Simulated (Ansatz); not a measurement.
# One shape, several levels: SiNH2F (SMILES N[Si]F)

We compute a comparison of 6 runs (UHF/STO-3G, B2PLYP/STO-3G, SVWN5/STO-3G, UPBE/STO-3G, CCSDT/STO-3G, CCSDTQ/STO-3G) of SiNH2F. 

Program for the calculation: Ansatz 0.2.0.

69 further runs of the same task are left out: 69 set aside as unsound or not needed.

## 1. Starting point

SiNH2F: 5 atoms, total charge 0, spin state singlet. As SMILES, `N[Si]F`. The H4–N1 distance was set to 2.021 Å, away from the relaxed value. At this shape a bond of the SMILES string is far longer than usual.

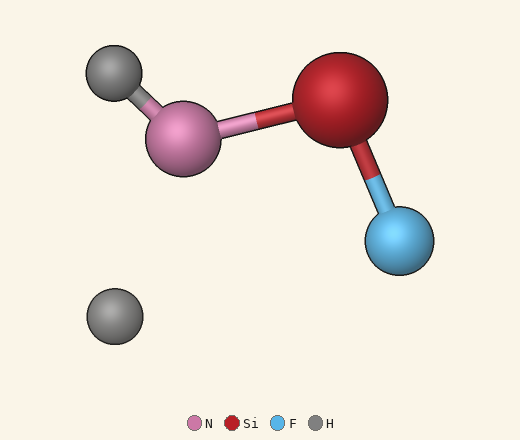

Viewed from a chosen angle; nitrogen pink, silicon red, fluorine blue, hydrogen grey.

## 2. A single-point energy at UHF/STO-3G (run 1)

The input, job.yaml:

```yaml
crystal:
  periodic: [false, false, false]
  atoms:
    - {symbol: N, position_ang: [-0.927984, -0.629373, -0.241303]}
    - {symbol: Si, position_ang: [-0.370584, -2.003073, 0.594897]}
    - {symbol: F, position_ang: [1.058716, -1.418273, 1.091297]}
    - {symbol: H, position_ang: [0.085400, 1.109600, -0.420900]}
    - {symbol: H, position_ang: [-1.822384, -0.610373, -0.706203]}
basis:
  gaussian:
    orbitals: STO-3G
magnetization:
  spin_polarized: true
  initial_magnetization: 0
accuracy: high
hamiltonian:
  xc: hf
```

On the command line:

```bash
$ ansatz run job.yaml --threads 1 --pin off --max-ram 2610MiB --events-out events.jsonl --progress --plain --runs-dir runs
```

What it wrote:

```text
Warning: RAYON_NUM_THREADS=1 ignored (pool sized by the plan → 1); use --threads N
Functional definition: HF
  name "HF"
  exchange = exact_x
  correlation = 0
381 factors; integrals over basis functions are off by at most 3.7e-8 eV
mean field evaluation 1: about -11923.2142 eV, gradient 1.8e1 eV
mean field evaluation 2: about -11923.2785 eV, gradient 1.8e1 eV
mean field evaluation 4: about -11926.0708 eV, gradient 2.3e0 eV
mean field evaluation 8: about -11926.1654 eV, gradient 1.2e-4 eV
mean field evaluation 16: about -11926.1631 eV, gradient 3.2e-4 eV
mean field evaluation 32: about -11928.8564 eV, gradient 1.3e-3 eV
mean field evaluation 64: about -11928.8088 eV, gradient 3.0e-1 eV
mean field evaluation 96: about -11928.3982 eV, gradient 2.4e0 eV
mean field evaluation 128: about -11920.1659 eV, gradient 1.6e1 eV
mean field evaluation 160: about -11926.1631 eV, gradient 2.7e-7 eV
mean field -11928.83355835 eV, -438.3765476155 hartree, gradient 2.1e-8 eV, S^2 0.902046; 8 other end points of the search recorded, 0 dependent functions left out
reference -11928.83355835 eV, -438.3765476155 hartree; 16, 16 occupied and 5, 5 virtual orbitals, 381 factors
Total energy: -11928.83355835 eV, -438.3765476155 hartree
```

Run time: 0.42 s. Hardware: 1 thread of Arm Neoverse V1, shared host.

## 3. The energy at B2PLYP/STO-3G (run 2)

The input, job.yaml:

```yaml
crystal:
  periodic: [false, false, false]
  atoms:
    - {symbol: "N", position_ang: [-0.927984, -0.629373, -0.241303]}
    - {symbol: Si, position_ang: [-0.370584, -2.003073, 0.594897]}
    - {symbol: F, position_ang: [1.058716, -1.418273, 1.091297]}
    - {symbol: H, position_ang: [0.085400, 1.109600, -0.420900]}
    - {symbol: H, position_ang: [-1.822384, -0.610373, -0.706203]}
basis:
  gaussian: {orbitals: STO-3G}
hamiltonian: {xc: {name: B2PLYP}}
correlation: {frozen_orbitals: {F: 1, H: 0, "N": 1, Si: 5}}
accuracy: high
```

On the command line:

```bash
$ ansatz run job.yaml --threads 1 --pin off --max-ram 2610MiB --events-out events.jsonl --progress --plain --runs-dir runs
```

What it wrote, shortened:

```text
Warning: RAYON_NUM_THREADS=1 ignored (pool sized by the plan → 1); use --threads N
Functional definition: B2PLYP
  name "B2PLYP"
[...]
381 factors; integrals over basis functions are off by at most 3.7e-8 eV
[...]
mean field -11949.97484130 eV, -439.1534754340 hartree, gradient 5.3e-8 eV, S^2 0.000000; 0 other end points of the search recorded, 0 dependent functions left out; unrestricted orbitals would lower it
7 core orbitals not correlated: weight in the atoms' cores, before any rotation towards them, 1.000 or more for the frozen orbitals, at most 0.000 for the correlated occupied ones
reference -11949.97485874 eV, -439.1534760748 hartree; 9, 9 occupied and 5, 5 virtual orbitals, 381 factors
second order -6.93141276 eV of doubles, -0.00000000 eV of singles
Total energy: -11951.84634019 eV, -439.2222517494 hartree
```

Wall time 1.8 s (1 thread of Arm Neoverse V1, shared host); peak memory 0.1 GiB.

Runs 3 to 4 aren't shown in full; the table further down has their settings and results.

## 4. A single-point energy at CCSDT/STO-3G (run 5)

The input, input.yaml:

```yaml
crystal:
  periodic: [false, false, false]
  atoms:
    - {symbol: N, position_ang: [-0.927984, -0.629373, -0.241303]}
    - {symbol: Si, position_ang: [-0.370584, -2.003073, 0.594897]}
    - {symbol: F, position_ang: [1.058716, -1.418273, 1.091297]}
    - {symbol: H, position_ang: [0.085400, 1.109600, -0.420900]}
    - {symbol: H, position_ang: [-1.822384, -0.610373, -0.706203]}
basis:
  gaussian:
    orbitals: STO-3G
magnetization:
  spin_polarized: false
correlation:
  method: ccsdt
  frozen_orbitals: {F: 1, H: 0, "N": 1, Si: 5}
accuracy: high
scf:
  omitted_lower_state_checks: [cluster_reference, increment]
```

On the command line:

```bash
$ ansatz run input.yaml --threads 1 --pin off --max-ram 2610MiB --events-out events.jsonl --progress --plain --runs-dir runs
```

What it wrote, shortened:

```text
Warning: RAYON_NUM_THREADS=1 ignored (pool sized by the plan → 1); use --threads N
Functional definition: HF
  name "HF"
[...]
381 factors; integrals over basis functions are off by at most 3.7e-8 eV
[...]
mean field -11926.16307000 eV, -438.2784089788 hartree, gradient 2.3e-8 eV, S^2 0.000000; 2 other end points of the search recorded, 0 dependent functions left out; unrestricted orbitals would lower it
7 core orbitals not correlated: weight in the atoms' cores, before any rotation towards them, 1.000 or more for the frozen orbitals, at most 0.000 for the correlated occupied ones
reference -11926.16307000 eV, -438.2784089788 hartree; 9, 9 occupied and 5, 5 virtual orbitals, 381 factors
second order -4.51034460 eV of doubles, -0.00000000 eV of singles
cycle   1  -5.13209446 eV  change   -6.9e-1 eV  update   1.8e-1
[...]
cycle  42  -6.49727021 eV  change   -1.1e-9 eV  update   1.3e-9
WARN: these amplitudes may be one of several solutions (largest doubles amplitude 0.39, level shift 0.26 eV)
Total energy: -11932.66034022 eV, -438.5171792552 hartree
Checks for a lower state left out: cluster_reference, increment
```

It took 0.54 s on 1 thread of Arm Neoverse V1, shared host.

## 5. A single-point energy at CCSDTQ/STO-3G (run 6)

The input, input.yaml:

```yaml
crystal:
  periodic: [false, false, false]
  atoms:
    - {symbol: "N", position_ang: [-0.927984, -0.629373, -0.241303]}
    - {symbol: Si, position_ang: [-0.370584, -2.003073, 0.594897]}
    - {symbol: F, position_ang: [1.058716, -1.418273, 1.091297]}
    - {symbol: H, position_ang: [0.085400, 1.109600, -0.420900]}
    - {symbol: H, position_ang: [-1.822384, -0.610373, -0.706203]}
basis:
  gaussian:
    orbitals: STO-3G
scf:
  omitted_lower_state_checks: [cluster_reference, increment]
accuracy: high
correlation:
  method: ccsdtq
  frozen_orbitals: {F: 1, H: 0, "N": 1, Si: 5}
```

On the command line:

```bash
$ ansatz run input.yaml --threads 1 --pin off --max-ram 2610MiB --events-out events.jsonl --progress --plain --runs-dir runs
```

What it wrote, shortened:

```text
Warning: RAYON_NUM_THREADS=1 ignored (pool sized by the plan → 1); use --threads N
Functional definition: HF
  name "HF"
[...]
381 factors; integrals over basis functions are off by at most 3.7e-8 eV
[...]
mean field -11926.16307000 eV, -438.2784089788 hartree, gradient 2.3e-8 eV, S^2 0.000000; 2 other end points of the search recorded, 0 dependent functions left out; unrestricted orbitals would lower it
7 core orbitals not correlated: weight in the atoms' cores, before any rotation towards them, 1.000 or more for the frozen orbitals, at most 0.000 for the correlated occupied ones
reference -11926.16307000 eV, -438.2784089788 hartree; 9, 9 occupied and 5, 5 virtual orbitals, 381 factors
second order -4.51034460 eV of doubles, -0.00000000 eV of singles
cycle   1  -5.13209439 eV  change   -6.9e-1 eV  update   1.8e-1
[...]
cycle  44  -6.54147955 eV  change   3.8e-10 eV  update   1.3e-9
WARN: these amplitudes may be one of several solutions (largest doubles amplitude 0.40, level shift 0.26 eV)
Total energy: -11932.70454955 eV, -438.5188039185 hartree
Checks for a lower state left out: cluster_reference, increment
```

It took 14 s on 1 thread of Arm Neoverse V1, shared host; peak memory 0.15 GiB.

## 6. All runs side by side

```csv
run,level,frozen core orbitals,energy (Eh),wall time
1,UHF/STO-3G,–,-438.376548,0.42 s
2,B2PLYP/STO-3G,7,-439.222252,1.8 s
3,SVWN5/STO-3G,–,-437.278406,0.8 s
4,UPBE/STO-3G,–,-439.262824,4.2 s
5,CCSDT/STO-3G,7,-438.517179,0.54 s
6,CCSDTQ/STO-3G,7,-438.518804,14 s
```

## 7. Outcome

| quantity | value |
| --- | --- |
| run 6: total energy | -438.51880 Eh |
| run 6: correlation energy (7 core orbitals frozen) | -240.4 mEh |
| run 6: T1 diagnostic | 0.035 |

In words: Below the UHF energy at the same shape and in the same basis (STO-3G): CCSDT -140.6 mEh; CCSDTQ -142.3 mEh. Some of these start from another determinant than that one, so these aren't their correlation energies. Totals of different functionals can't be ranked against each other. In runs 2, 5, 6 the log says that unrestricted orbitals would lower the reference, so the values rest on an unstable closed-shell determinant (other closed-shell runs at this shape may share the fault). In runs 1, 2, 3, 4, 5, 6 the basis is minimal, so the values are rough. In runs 2, 3 a closed-shell determinant meets a far-stretched bond, which it describes badly. Spin contamination of the reference: run 1 ⟨S²⟩ = 0.90, run 4 ⟨S²⟩ = 0.38. Where it is this large, the reference is a mixture of spin states, and values that rest on it are in doubt. All runs together took 22 s, the longest 14 s.
